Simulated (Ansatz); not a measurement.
SiC (4H type, space group P6_3mc)

```yaml
crystal:
  lattice:
    - [3.09412, 0.00000, 0.00000]
    - [-1.54706, 2.67959, 0.00000]
    - [0.00000, 0.00000, 10.12935]
  atoms:
    - { symbol: Si, position: [0.00000, 0.00000, 0.00031] }
    - { symbol: Si, position: [0.00000, 0.00000, 0.50031] }
    - { symbol: Si, position: [0.66667, 0.33333, 0.75025] }
    - { symbol: Si, position: [0.33333, 0.66667, 0.25025] }
    - { symbol: C, position: [0.00000, 0.00000, 0.81286] }
    - { symbol: C, position: [0.00000, 0.00000, 0.31286] }
    - { symbol: C, position: [0.66667, 0.33333, 0.56221] }
    - { symbol: C, position: [0.33333, 0.66667, 0.06221] }
```

E(V) scan at fixed shape, V₀ the volume above. The atoms relax within the cell's symmetry.

Level of theory: PBE (plane waves to 420 eV, PAW, scalar-relativistic; Ansatz, a quantum-chemistry and plane-wave program). k mesh 13×13×4 (Γ-centred), Fermi-Dirac smearing 0.05 eV. Energies are smeared free energies. With the shape held, the modulus is that of even scaling; a crystal free to change shape is softer. SiC was relaxed with its symmetry unable to fall. ΔE is measured from the relaxed starting cell.

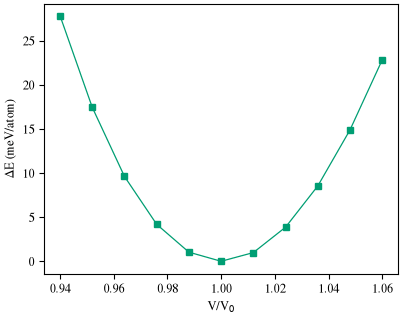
ΔE (meV/atom) against V/V₀; computed points joined by lines.

Task: What is ΔE at V/V₀ = 1.060?

Result: About 23 meV/atom.

Task: What is ΔE at V/V₀ = 0.940?

Result: About 28 meV/atom.

Task: What bulk modulus at fixed cell shape B₀ follows from a third-order Birch-Murnaghan fit?

Result: About 210 GPa.

(A scan under strain: stresses follow from slopes of the energy per volume, elastic moduli from its curvatures.)
